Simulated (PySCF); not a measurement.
# C6H7F: the cost of one run

Programs: PySCF 2.14.0, with routines of our own; each step states its level. All values are computed. Atoms count from 0.

## Step 1: The starting structure

14 atoms, charge 0, multiplicity 1; geometry from: GFN2-xTB.

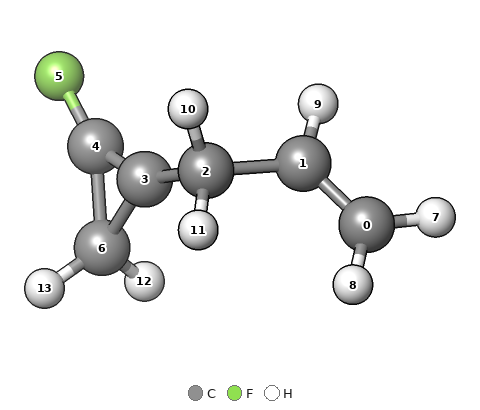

The starting geometry (carbon grey, fluorine green, hydrogen white).

## Step 2: Magnetic properties: GIAO PBE0/pcSseg-1

Job settings and geometry (Å):

```
{"job": {"kind": "mag", "xc": "PBE0", "basis": "pcSseg-1", "isotopologues": 2}, "charge": 0, "multiplicity": 1}
C      0.327455    -2.412541     0.158350
C      0.880462    -1.219699     0.058636
C      0.495862    -0.037216     0.905108
C     -0.082870     1.015260     0.050710
C     -0.001145     2.043469    -0.731054
F      0.710961     2.991537    -1.318147
C     -1.380465     1.505311    -0.592341
H      0.627481    -3.232909    -0.470847
H     -0.445746    -2.623476     0.878971
H      1.650632    -1.025085    -0.675370
H      1.385629     0.356880     1.405374
H     -0.235081    -0.339907     1.657383
H     -1.825061     0.943996    -1.407584
H     -2.108791     2.033907     0.013841
```

With the program's defaults for keys left out, this is: GIAO PBE0/pcSseg-1 magnetisability, rotational g tensor and spin-rotation constants, non-relativistic, gas phase.

Run with:

```bash
$ OMP_NUM_THREADS=1 python excited_run.py task.json out
```

One launch serves the whole session: the jobs run in the order shown.

**Question.** How long does this first job take on 1 thread of Arm Neoverse V2, shared host, and how much memory does it need?

About 14 s, with a peak of 0.8 GiB.
